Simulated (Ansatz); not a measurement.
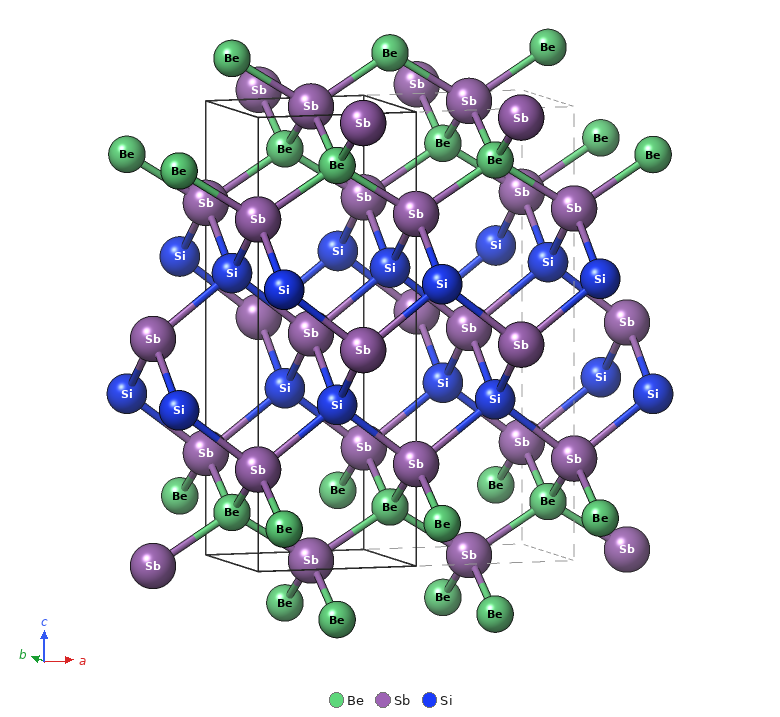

BeSiSb₂ (space group P-4m2, No. 115): the geometry relaxed with DFT, r2SCAN, plane waves, PAW (Ansatz 0.2.0); the starting structure was generated, so it need not be a known form of this composition.

Bonds are taken as Be–Sb below 2.8 Å and Sb–Si below 2.9 Å. The graph is simplified in the usual way: terminal and isolated atoms are pruned, two-connected atoms become edges.

**What kind of net remains, and which atoms are its nodes?**

A uninodal 4-connected, three-periodic net: Be, Sb and Si are 4-connected nodes.

**Name the underlying net.**

It is the dia net, known from diamond, zinc blende and cristobalite.

**Is the net interpenetrated?**

It is a single net, without interpenetration.

**Give the first six terms of the coordination sequence (nodes one, two, three … edges away).**

Be, Sb and Si: 4, 12, 24, 42, 64, 92.

**How many nodes does the smallest cycle have?**

Six.
